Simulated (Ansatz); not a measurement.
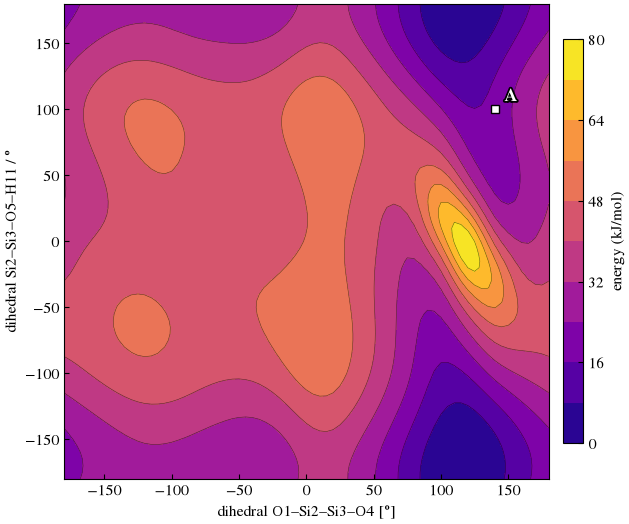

H6O3Si2, SMILES O[SiH2][SiH](O)O. First axis: dihedral O1–Si2–Si3–O4. Second axis: dihedral Si2–Si3–O5–H11. Nothing is relaxed (all other coordinates rigid). The grid has 18 × 18 points. Points are written as (first, second). Energies: kJ/mol, counted from the relaxed molecule at the same level. Method: Ansatz 0.2.0, RKS PBE0-D4/def2-SVP.

Drawn: filled contours, the point A. Between grid points the surface is interpolated.

**Is A at rest? If not, where is it pushed?**

A, at (140°, 100°), is not a stationary point. The computed force is 0.35 kJ/mol for each degree towards smaller values of dihedral O1–Si2–Si3–O4 and 0.048 kJ/mol for each degree towards larger values of dihedral Si2–Si3–O5–H11.
